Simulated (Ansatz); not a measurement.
# SiH₂− (doublet): the correlation ladder, aug-cc-pVDZ

How much of the correlation energy of SiH₂− (doublet) does each wave-function method recover here?

Computed with Ansatz 0.2.0, Gaussian basis. Level: aug-cc-pVDZ, core rule «outside noble gas», up to 5 orbitals frozen.

To be run: UHF; CCSD(T) on ROHF; CCSD(T) on UHF; BCCD(T) on ROHF; CISD; CCSDT(Q) on ROHF; CCSDT(Q) on UHF; CASSCF and MRCISD+Q, 7 electrons in 6 orbitals; CASSCF and NEVPT2, 7 electrons in 6 orbitals.

17 further runs of the same task are left out: 6 that didn't finish, 11 set aside as unsound or not needed.

**1. The system**

The geometry is a PBE0/def2-TZVPD stationary point (not a proven minimum).

3 atoms, charge -1, spin multiplicity 2.

Atoms are counted from 1 here; the program's logs count them from 0.

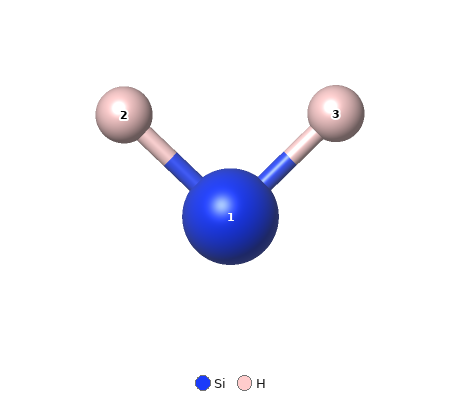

The geometry (silicon blue, hydrogen pink); atoms are numbered from 1 in the order of the file.

In the tables R marks a restricted open-shell determinant and U an unrestricted one; 'valence' is the active space of 7 electrons in 6 orbitals; energies count from the table's Hartree-Fock row.

**2. UHF**

Contents of in.yaml:

```yaml
crystal:
  periodic: [false, false, false]
  atoms:
    - {symbol: Si, position_ang: [0.000000, -0.072260, 0.000000]}
    - {symbol: H, position_ang: [0.000000, 1.006740, 1.115800]}
    - {symbol: H, position_ang: [0.000000, 1.006740, -1.115800]}
basis:
  gaussian: {orbitals: aug-cc-pVDZ}
total_charge: -1
magnetization: {spin_polarized: true, initial_magnetization: 1}
hamiltonian: {xc: hf}
output: {orbitals: {seedname: orbitals}}
```

Command:

```bash
ansatz run in.yaml --threads 1 --pin off --events-out ev --progress --plain --max-ram 2393MiB
```

What it wrote:

```text
Functional definition: HF
  name "HF"
  cite "Fock, Z. Phys. 61, 126 (1930) doi:10.1007/BF01340294"
  parent pbe
  exchange = exact_x
  correlation = 0
446 factors; integrals over basis functions are off by at most 9.0e-4 eV
mean field evaluation 1: about -7891.6294 eV, gradient 7.0e0 eV
mean field evaluation 2: about -7891.6296 eV, gradient 7.0e0 eV
mean field evaluation 4: about -7892.3941 eV, gradient 9.8e-1 eV
mean field evaluation 8: about -7892.4242 eV, gradient 8.6e-4 eV
mean field evaluation 16: about -7882.7845 eV, gradient 6.0e0 eV
mean field -7892.42420290 eV, -290.0412397794 hartree, gradient 1.3e-5 eV, S^2 0.771887; 0 other end points of the search recorded, 0 dependent functions left out
reference -7892.42420290 eV, -290.0412397794 hartree; 9, 8 occupied and 36, 37 virtual orbitals, 446 factors
Total energy: -7892.42420290 eV, -290.0412397794 hartree
```

Run time: 0.3 s. Hardware: 1 thread of Arm Neoverse V2, shared host.

From the report: ⟨S²⟩ of the determinant 0.772 (pure doublet: 0.75).

**3. CCSD(T) on ROHF**

Edit in.yaml of step 2 so:

```diff
@@ -9,4 +9,4 @@
 total_charge: -1
-magnetization: {spin_polarized: true, initial_magnetization: 1}
-hamiltonian: {xc: hf}
-output: {orbitals: {seedname: orbitals}}
+magnetization: {spin_polarized: false, initial_magnetization: 1}
+correlation: {method: ccsd_t, electrons: outside_noble_gas}
+output: {forces: true}
```

Launched as before.

What it wrote, shortened:

```text
Functional definition: HF
  name "HF"
  cite "Fock, Z. Phys. 61, 126 (1930) doi:10.1007/BF01340294"
  parent pbe
[...]
446 factors; integrals over basis functions are off by at most 9.0e-4 eV
[...]
mean field -7892.32134572 eV, -290.0374598477 hartree, gradient 1.3e-6 eV, S^2 0.750000; 6 other end points of the search recorded, 0 dependent functions left out
determinant -7892.32134572 eV, -290.0374598477 hartree, with singles and doubles -7896.06627686 eV, -290.1750835285 hartree
determinant -7890.64625709 eV, -289.9759014757 hartree, with singles and doubles -7894.18662029 eV, -290.1060074236 hartree
determinant -7890.14263132 eV, -289.9573935701 hartree, with singles and doubles -7893.62605582 eV, -290.0854070595 hartree
determinant -7890.09682894 eV, -289.9557103639 hartree, with singles and doubles -7893.97785510 eV, -290.0983354444 hartree
determinant -7889.39740614 eV, -289.9300070501 hartree, with singles and doubles -7892.90110211 eV, -290.0587655020 hartree
5 core orbitals not correlated: weight in the atoms' cores, before any rotation towards them, 1.000 or more for the frozen orbitals, at most 0.000 for the correlated occupied ones
reference -7892.32134572 eV, -290.0374598477 hartree; 4, 3 occupied and 36, 37 virtual orbitals, 446 factors
second order -2.97029579 eV of doubles, -0.05191219 eV of singles
cycle   1  -3.74486445 eV  change    6.7e-5 eV  update   2.8e-4
[...]
cycle   8  -3.74484265 eV  change    7.8e-7 eV  update   5.4e-7
perturbative correction -0.11735447 eV, -0.0043126971 hartree
[...]
Total energy: -7896.18354283 eV, -290.1793929737 hartree
Atom 0 at     0.000000    -0.072260     0.000000 Å, force     0.000000    -0.186156     0.000000 eV/Å
Atom 1 at     0.000000     1.006740     1.115800 Å, force    -0.000000     0.093078     0.135961 eV/Å
Atom 2 at     0.000000     1.006740    -1.115800 Å, force    -0.000000     0.093078    -0.135961 eV/Å
Dipole moment:    -0.000000     0.055924    -0.000000 e Å
```

Run time: 2.8 s. Hardware: 1 thread of Arm Neoverse V2, shared host.

From the report: correlation -3.8622 eV; T1 0.021; largest double amplitude 0.07.

**4. CCSD(T) on UHF**

Edit in.yaml of step 3 so:

```diff
@@ -9,3 +9,3 @@
 total_charge: -1
-magnetization: {spin_polarized: false, initial_magnetization: 1}
+magnetization: {spin_polarized: true, initial_magnetization: 1}
 correlation: {method: ccsd_t, electrons: outside_noble_gas}
```

Launched as before.

What it wrote, shortened:

```text
Functional definition: HF
  name "HF"
  cite "Fock, Z. Phys. 61, 126 (1930) doi:10.1007/BF01340294"
  parent pbe
[...]
446 factors; integrals over basis functions are off by at most 9.0e-4 eV
[...]
mean field -7892.42420290 eV, -290.0412397794 hartree, gradient 2.9e-6 eV, S^2 0.771887; 10 other end points of the search recorded, 0 dependent functions left out
determinant -7892.42420290 eV, -290.0412397794 hartree, with singles and doubles -7896.06970223 eV, -290.1752094086 hartree
determinant -7890.65132871 eV, -289.9760878545 hartree, with singles and doubles -7894.18676062 eV, -290.1060125808 hartree
determinant -7890.31188229 eV, -289.9636134288 hartree, with singles and doubles -7893.98546908 eV, -290.0986152530 hartree
determinant -7890.14941861 eV, -289.9576429984 hartree, with singles and doubles -7893.62666151 eV, -290.0854293181 hartree
[...]
5 core orbitals not correlated: weight in the atoms' cores, before any rotation towards them, 1.000 or more for the frozen orbitals, at most 0.000 for the correlated occupied ones
reference -7892.42420290 eV, -290.0412397794 hartree; 4, 3 occupied and 36, 37 virtual orbitals, 446 factors
second order -2.89870550 eV of doubles, -0.00000000 eV of singles
cycle   1  -3.64550132 eV  change   -2.0e-6 eV  update   4.2e-4
[...]
cycle   8  -3.64549695 eV  change    1.7e-6 eV  update   7.6e-7
perturbative correction -0.11363465 eV, -0.0041759962 hartree
[...]
Total energy: -7896.18333449 eV, -290.1793853174 hartree
Atom 0 at     0.000000    -0.072260     0.000000 Å, force     0.000000    -0.185269     0.000000 eV/Å
Atom 1 at     0.000000     1.006740     1.115800 Å, force    -0.000000     0.092635     0.135634 eV/Å
Atom 2 at     0.000000     1.006740    -1.115800 Å, force    -0.000000     0.092635    -0.135634 eV/Å
Dipole moment:    -0.000000     0.055961    -0.000000 e Å
```

Wall time 3.6 s (1 thread of Arm Neoverse V2, shared host).

From the report: ⟨S²⟩ of the determinant 0.772 (pure doublet: 0.75); correlation -3.7591 eV; T1 0.019; largest double amplitude 0.07.

**5. BCCD(T) on ROHF**

Edit in.yaml of step 4 so:

```diff
@@ -9,4 +9,3 @@
 total_charge: -1
-magnetization: {spin_polarized: true, initial_magnetization: 1}
-correlation: {method: ccsd_t, electrons: outside_noble_gas}
-output: {forces: true}
+magnetization: {spin_polarized: false, initial_magnetization: 1}
+correlation: {method: bccd_t, electrons: outside_noble_gas}
```

Same command.

What it wrote, shortened:

```text
Functional definition: HF
  name "HF"
  cite "Fock, Z. Phys. 61, 126 (1930) doi:10.1007/BF01340294"
  parent pbe
[...]
446 factors; integrals over basis functions are off by at most 9.0e-4 eV
[...]
mean field -7892.32134572 eV, -290.0374598477 hartree, gradient 1.3e-6 eV, S^2 0.750000; 6 other end points of the search recorded, 0 dependent functions left out
determinant -7892.32134572 eV, -290.0374598477 hartree, with singles and doubles -7896.06627686 eV, -290.1750835285 hartree
determinant -7890.64625709 eV, -289.9759014757 hartree, with singles and doubles -7894.18662029 eV, -290.1060074236 hartree
determinant -7890.14263132 eV, -289.9573935701 hartree, with singles and doubles -7893.62605582 eV, -290.0854070595 hartree
determinant -7890.09682894 eV, -289.9557103639 hartree, with singles and doubles -7893.97785510 eV, -290.0983354444 hartree
determinant -7889.39740614 eV, -289.9300070501 hartree, with singles and doubles -7892.90110211 eV, -290.0587655020 hartree
5 core orbitals not correlated: weight in the atoms' cores, before any rotation towards them, 1.000 or more for the frozen orbitals, at most 0.000 for the correlated occupied ones
reference -7892.32134572 eV, -290.0374598477 hartree; 4, 3 occupied and 36, 37 virtual orbitals, 446 factors
second order -2.97029579 eV of doubles, -0.05191219 eV of singles
cycle   1  -3.74462409 eV  change    3.1e-4 eV  update   2.5e-3
[...]
cycle   7  -3.74317331 eV  change   -1.2e-6 eV  update   7.9e-6
perturbative correction -0.11909863 eV, -0.0043767939 hartree
Total energy: -7896.18361766 eV, -290.1793957236 hartree
```

Run time: 1.8 s. Hardware: 1 thread of Arm Neoverse V2, shared host.

From the report: correlation -3.8623 eV; largest double amplitude 0.07.

**6. CISD**

Edit in.yaml of step 5 so:

```diff
@@ -10,2 +10,2 @@
 magnetization: {spin_polarized: false, initial_magnetization: 1}
-correlation: {method: bccd_t, electrons: outside_noble_gas}
+correlation: {active_space: {ras: {orbitals: [3, 1, 36], electrons: 7, max_holes: 2, max_particles: 2}, fixed_orbitals: true}}
```

Launched as before.

What it wrote:

```text
Functional definition: HF
  name "HF"
  cite "Fock, Z. Phys. 61, 126 (1930) doi:10.1007/BF01340294"
  parent pbe
  exchange = exact_x
  correlation = 0
446 factors; integrals over basis functions are off by at most 9.0e-4 eV
mean field evaluation 1: about -7891.5097 eV, gradient 9.9e0 eV
mean field evaluation 2: about -7891.5099 eV, gradient 9.9e0 eV
mean field evaluation 4: about -7892.3043 eV, gradient 1.1e0 eV
mean field evaluation 8: about -7892.3213 eV, gradient 1.5e-3 eV
mean field evaluation 16: about -7892.0493 eV, gradient 2.0e0 eV
mean field -7892.32134572 eV, -290.0374598477 hartree, gradient 1.3e-6 eV, S^2 0.750000; 2 other end points of the search recorded, 0 dependent functions left out
reference -7892.32134572 eV, -290.0374598477 hartree; 9, 8 occupied and 36, 37 virtual orbitals, 446 factors
state -7895.87341550 eV, -290.1679960043 hartree
Total energy: -7895.87341550 eV, -290.1679960043 hartree
```

Wall time 0.99 s (1 thread of Arm Neoverse V2, shared host).

From the report: 8,807 determinants.

**7. CCSDT(Q) on ROHF**

Edit in.yaml of step 6 so:

```diff
@@ -10,2 +10,2 @@
 magnetization: {spin_polarized: false, initial_magnetization: 1}
-correlation: {active_space: {ras: {orbitals: [3, 1, 36], electrons: 7, max_holes: 2, max_particles: 2}, fixed_orbitals: true}}
+correlation: {method: ccsdt_q, electrons: outside_noble_gas}
```

The command is unchanged.

What it wrote, shortened:

```text
Functional definition: HF
  name "HF"
  cite "Fock, Z. Phys. 61, 126 (1930) doi:10.1007/BF01340294"
  parent pbe
[...]
776 factors; integrals over basis functions are off by at most 2.4e-7 eV
[...]
mean field -7892.32135527 eV, -290.0374601985 hartree, gradient 1.3e-6 eV, S^2 0.750000; 6 other end points of the search recorded, 0 dependent functions left out
[...]
determinant -7892.32135527 eV, -290.0374601985 hartree, with singles and doubles -7896.06628106 eV, -290.1750836830 hartree
determinant -7890.64626675 eV, -289.9759018310 hartree, with singles and doubles -7894.18662310 eV, -290.1060075271 hartree
determinant -7890.14264057 eV, -289.9573939100 hartree, with singles and doubles -7893.62605897 eV, -290.0854071754 hartree
determinant -7890.09683786 eV, -289.9557106918 hartree, with singles and doubles -7893.97785557 eV, -290.0983354619 hartree
determinant -7889.39741437 eV, -289.9300073523 hartree, with singles and doubles -7892.90110350 eV, -290.0587655531 hartree
5 core orbitals not correlated: weight in the atoms' cores, before any rotation towards them, 1.000 or more for the frozen orbitals, at most 0.000 for the correlated occupied ones
reference -7892.32135527 eV, -290.0374601985 hartree; 4, 3 occupied and 36, 37 virtual orbitals, 776 factors
second order -2.97030303 eV of doubles, -0.05191223 eV of singles
cycle   1  -3.55440746 eV  change   -5.3e-1 eV  update   7.0e-2
[...]
cycle  17  -3.88776796 eV  change    3.0e-7 eV  update   4.8e-7
perturbative correction -0.00501937 eV, -0.0001844585 hartree
Total energy: -7896.21414260 eV, -290.1805174944 hartree
```

It took 20 s on 1 thread of Arm Neoverse V2, shared host; peak memory 0.33 GiB.

From the report: correlation -3.8928 eV; T1 0.021; largest double amplitude 0.07.

**8. CCSDT(Q) on UHF**

Edit in.yaml of step 7 so:

```diff
@@ -9,3 +9,3 @@
 total_charge: -1
-magnetization: {spin_polarized: false, initial_magnetization: 1}
+magnetization: {spin_polarized: true, initial_magnetization: 1}
 correlation: {method: ccsdt_q, electrons: outside_noble_gas}
```

Launched as before.

What it wrote, shortened:

```text
Functional definition: HF
  name "HF"
  cite "Fock, Z. Phys. 61, 126 (1930) doi:10.1007/BF01340294"
  parent pbe
[...]
776 factors; integrals over basis functions are off by at most 2.4e-7 eV
[...]
mean field -7892.42421263 eV, -290.0412401368 hartree, gradient 3.0e-6 eV, S^2 0.771887; 10 other end points of the search recorded, 0 dependent functions left out
determinant -7892.42421263 eV, -290.0412401368 hartree, with singles and doubles -7896.06970622 eV, -290.1752095552 hartree
determinant -7890.65133839 eV, -289.9760882103 hartree, with singles and doubles -7894.18676388 eV, -290.1060127008 hartree
determinant -7890.31189154 eV, -289.9636137685 hartree, with singles and doubles -7893.98546900 eV, -290.0986152503 hartree
determinant -7890.14942787 eV, -289.9576433387 hartree, with singles and doubles -7893.62666456 eV, -290.0854294301 hartree
[...]
determinant -7889.52103433 eV, -289.9345503024 hartree, with singles and doubles -7892.45928005 eV, -290.0425288408 hartree
determinant -7889.40454386 eV, -289.9302693562 hartree, with singles and doubles -7892.90147637 eV, -290.0587792557 hartree
determinant -7889.31313636 eV, -289.9269101929 hartree, with singles and doubles -7892.61393142 eV, -290.0482121737 hartree
5 core orbitals not correlated: weight in the atoms' cores, before any rotation towards them, 1.000 or more for the frozen orbitals, at most 0.000 for the correlated occupied ones
reference -7892.42421263 eV, -290.0412401368 hartree; 4, 3 occupied and 36, 37 virtual orbitals, 776 factors
second order -2.89871244 eV of doubles, -0.00000000 eV of singles
cycle   1  -3.43272782 eV  change   -5.3e-1 eV  update   7.2e-2
[...]
cycle  17  -3.78520682 eV  change    4.7e-7 eV  update   7.2e-7
perturbative correction -0.00498480 eV, -0.0001831882 hartree
Total energy: -7896.21440425 eV, -290.1805271098 hartree
```

It took 19 s on 1 thread of Arm Neoverse V2, shared host; peak memory 0.28 GiB.

From the report: ⟨S²⟩ of the determinant 0.772 (pure doublet: 0.75); correlation -3.7902 eV; T1 0.020; largest double amplitude 0.07.

**9. CASSCF and MRCISD+Q, 7 electrons in 6 orbitals**

Edit in.yaml of step 8 so:

```diff
@@ -9,3 +9,3 @@
 total_charge: -1
-magnetization: {spin_polarized: true, initial_magnetization: 1}
-correlation: {method: ccsdt_q, electrons: outside_noble_gas}
+magnetization: {spin_polarized: false, initial_magnetization: 1}
+correlation: {method: fic_mrcisd_q, electrons: outside_noble_gas, active_space: {window: {electrons: 7, orbitals: 6}, shells: [{species: H, l: s, shell: 1}, {species: Si, l: s, shell: 3}, {species: Si, l: p, shell: 3}]}}
```

Same command.

What it wrote, shortened:

```text
Functional definition: HF
  name "HF"
  cite "Fock, Z. Phys. 61, 126 (1930) doi:10.1007/BF01340294"
  parent pbe
[...]
776 factors; integrals over basis functions are off by at most 2.4e-7 eV
[...]
mean field -7892.32135527 eV, -290.0374601985 hartree, gradient 1.3e-6 eV, S^2 0.750000; 2 other end points of the search recorded, 0 dependent functions left out
reference -7892.32135527 eV, -290.0374601985 hartree; 9, 8 occupied and 36, 37 virtual orbitals, 776 factors
state -7893.15284517 eV, -290.0680168890 hartree
contracted CI cycle   1: correlation 0.00000000 eV, 0.0000000000 hartree, residual 1.14e1 eV
contracted CI cycle   2: correlation -2.67845572 eV, -0.0984314322 hartree, residual 2.63e0 eV
contracted CI cycle   3: correlation -2.81774069 eV, -0.1035500603 hartree, residual 6.59e-1 eV
contracted CI cycle   4: correlation -2.82738334 eV, -0.1039044212 hartree, residual 1.97e-1 eV
contracted CI cycle   5: correlation -2.82825536 eV, -0.1039364674 hartree, residual 5.91e-2 eV
contracted CI cycle   6: correlation -2.82834053 eV, -0.1039395973 hartree, residual 1.92e-2 eV
contracted CI cycle   7: correlation -2.82834961 eV, -0.1039399309 hartree, residual 6.32e-3 eV
contracted CI cycle   8: correlation -2.82835062 eV, -0.1039399683 hartree, residual 2.12e-3 eV
contracted CI cycle   9: correlation -2.82835073 eV, -0.1039399722 hartree, residual 6.84e-4 eV
state -7893.15284517 eV, -290.0680168890 hartree; corrected -7896.20237586 eV, -290.1800850747 hartree
Total energy: -7896.20237586 eV, -290.1800850747 hartree
Checks for a lower state left out: starts, orbital_swaps
```

Wall time 1.1 s (1 thread of Arm Neoverse V2, shared host).

From the report: 76 determinants; active occupations 2.00, 1.98, 1.97, 1.00, 0.03, 0.03.

**10. CASSCF and NEVPT2, 7 electrons in 6 orbitals**

Contents of in.yaml:

```yaml
crystal:
  periodic: [false, false, false]
  atoms:
    - {symbol: Si, position_ang: [0.000000, -0.072260, 0.000000]}
    - {symbol: H, position_ang: [0.000000, 1.006740, 1.115800]}
    - {symbol: H, position_ang: [0.000000, 1.006740, -1.115800]}
basis:
  gaussian: {orbitals: aug-cc-pVDZ}
total_charge: -1
magnetization: {spin_polarized: false, initial_magnetization: 1}
correlation: {method: sc_nevpt2, electrons: outside_noble_gas, active_space: {window: {electrons: 7, orbitals: 6}, shells: [{species: H, l: s, shell: 1}, {species: Si, l: s, shell: 3}, {species: Si, l: p, shell: 3}]}}
```

The command is unchanged.

What it wrote:

```text
Functional definition: HF
  name "HF"
  cite "Fock, Z. Phys. 61, 126 (1930) doi:10.1007/BF01340294"
  parent pbe
  exchange = exact_x
  correlation = 0
776 factors; integrals over basis functions are off by at most 2.4e-7 eV
mean field evaluation 1: about -7891.5097 eV, gradient 9.9e0 eV
mean field evaluation 2: about -7891.5099 eV, gradient 9.9e0 eV
mean field evaluation 4: about -7892.3042 eV, gradient 1.1e0 eV
mean field evaluation 8: about -7892.3214 eV, gradient 1.5e-3 eV
mean field evaluation 16: about -7892.0523 eV, gradient 2.0e0 eV
mean field -7892.32135527 eV, -290.0374601985 hartree, gradient 1.3e-6 eV, S^2 0.750000; 2 other end points of the search recorded, 0 dependent functions left out
reference -7892.32135527 eV, -290.0374601985 hartree; 9, 8 occupied and 36, 37 virtual orbitals, 776 factors
state -7893.15284517 eV, -290.0680168890 hartree
state -7893.15284517 eV, -290.0680168890 hartree; corrected -7895.26362170 eV, -290.1455864956 hartree
Total energy: -7895.26362170 eV, -290.1455864956 hartree
Checks for a lower state left out: starts, orbital_swaps
```

Wall time 0.72 s (1 thread of Arm Neoverse V2, shared host).

From the report: 76 determinants; active occupations 2.00, 1.98, 1.97, 1.00, 0.03, 0.03.

**11. How many determinants matter**

Natural occupations of the CASSCF valence state about the gap (report; correlated orbitals 1 to 6): 1.996, 1.979, 1.972, 1.000, 0.028, 0.026. The count of effectively unpaired electrons, Σ n²(2 − n)², is 1.01; a single determinant of this spin has 1.

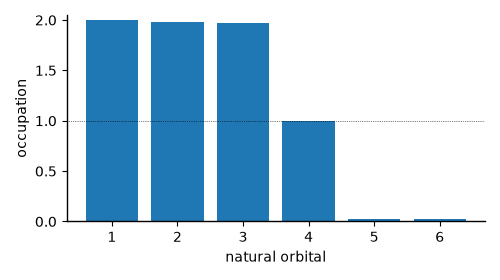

Natural occupations of the CASSCF valence state.

**12. The ladder**

The yardstick is UCCSDT(Q), where the cluster series has nearly closed. Rows without a time come out of other runs: HF, MP2 and CCSD of CCSD(T), CCSDT of CCSDT(Q), CASSCF and MRCISD of the multireference runs. The times of RCCSD(T), UCCSD(T) include forces.

Differences are taken before rounding.

| method | energy from the lowest RHF (kcal/mol) | from UCCSDT(Q) (kcal/mol) | time |
| --- | --- | --- | --- |
| RHF | 0.00 | +89.78 |  |
| UHF | -2.37 | +87.40 |  |
| RMP2 | -69.69 | +20.08 |  |
| UMP2 | -69.22 | +20.56 |  |
| CISD | -81.91 | +7.86 | 0.99 s |
| RCCSD | -86.36 | +3.42 |  |
| UCCSD | -86.44 | +3.34 |  |
| RCCSD(T) | -89.06 | +0.71 | 2.8 s |
| UCCSD(T) | -89.06 | +0.72 | 3.6 s |
| BCCD(T) | -89.07 | +0.71 | 1.8 s |
| RCCSDT | -89.65 | +0.12 |  |
| UCCSDT | -89.66 | +0.11 |  |
| RCCSDT(Q) | -89.77 | +0.01 | 20 s |
| UCCSDT(Q) | -89.78 | 0 | 19 s |
| CASSCF valence | -19.17 | +70.60 |  |
| NEVPT2 valence | -67.85 | +21.93 | 0.72 s |
| MRCISD valence | -84.40 | +5.38 |  |
| MRCISD+Q valence | -89.50 | +0.28 | 1.1 s |

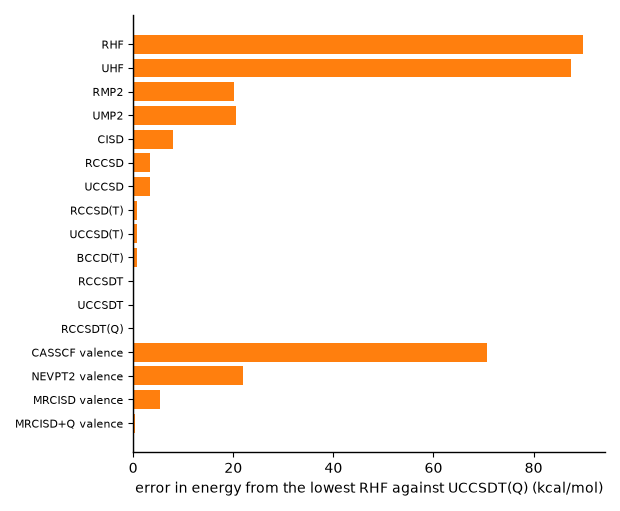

Deviations from UCCSDT(Q), method by method.

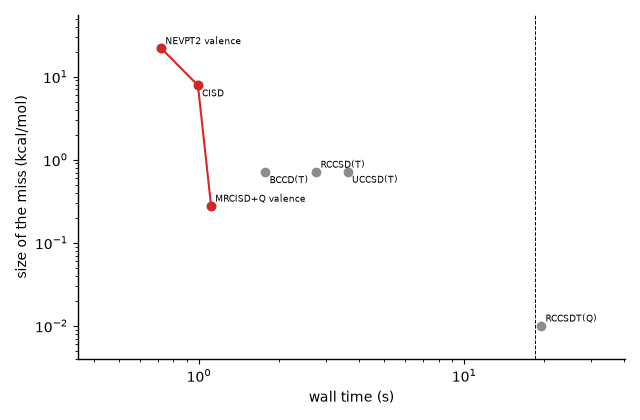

Miss against cost. Red marks the levels that no quicker level drawn beats (of those quicker than the yardstick), and the dashed line is the time of UCCSDT(Q). Misses under 0.01 kcal/mol are drawn at that value. Times are from a shared host.

**13. Results**

| quantity | value |
| --- | --- |
| UCCSDT(Q) below the RHF energy | -3.8931 eV |
| RMP2 from UCCSDT(Q) | +20.08 kcal/mol |
| UMP2 from UCCSDT(Q) | +20.56 kcal/mol |
| RCCSD from UCCSDT(Q) | +3.42 kcal/mol |
| RCCSD(T) from UCCSDT(Q) | +0.71 kcal/mol |
| UCCSD(T) from UCCSDT(Q) | +0.72 kcal/mol |
| RCCSDT(Q) from UCCSDT(Q) | +0.01 kcal/mol |
| NEVPT2 valence from UCCSDT(Q) | +21.93 kcal/mol |
| MRCISD+Q valence from UCCSDT(Q) | +0.28 kcal/mol |
| levels within 1 kcal/mol (43 meV) | RCCSD(T), UCCSD(T), BCCD(T), RCCSDT, UCCSDT, RCCSDT(Q), MRCISD+Q valence |
| T1 diagnostic | 0.021 |
| effectively unpaired electrons | 1.01 |

**Reading.** RCCSD(T) lands +0.71 kcal/mol from the yardstick (0.8 % of the correlation energy). One determinant dominates. Of the multireference levels listed MRCISD+Q valence comes nearest in total energy (+0.28 kcal/mol), which doesn't show that its space is the better one. These misses are within one basis, not against nature; the frozen cores of restricted and unrestricted runs differ, which can shift their rows.

For cost: MRCISD+Q valence gets within 0.28 kcal/mol in 1.1 s, where UCCSDT(Q) took 19 s; the quickest level in the cost chart, NEVPT2 valence, takes 0.72 s and misses by 21.93 kcal/mol.
